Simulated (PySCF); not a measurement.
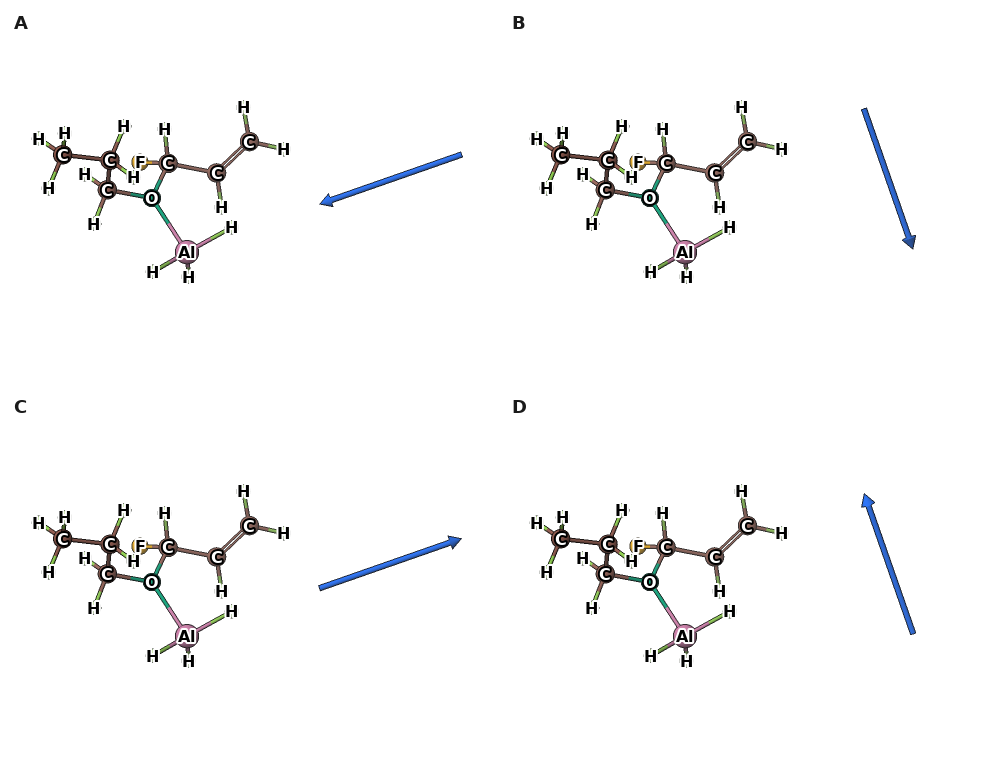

The same molecule four times, each with an arrow. The computed structure is the end point of a GFN2-xTB optimisation. No frequency run is at hand to confirm it as a minimum. Level of theory: PBE0/pcSseg-1, gas phase (PySCF 2.14.0).

Which arrow points along the dipole moment, from the negative to the positive end?

D. The dipole moment is 4.63 D.

The geometry is semi-empirical. Around Al such bond lengths and angles can be off by a tenth of an ångström or more and by several degrees, and values that hang on the shape move with them.
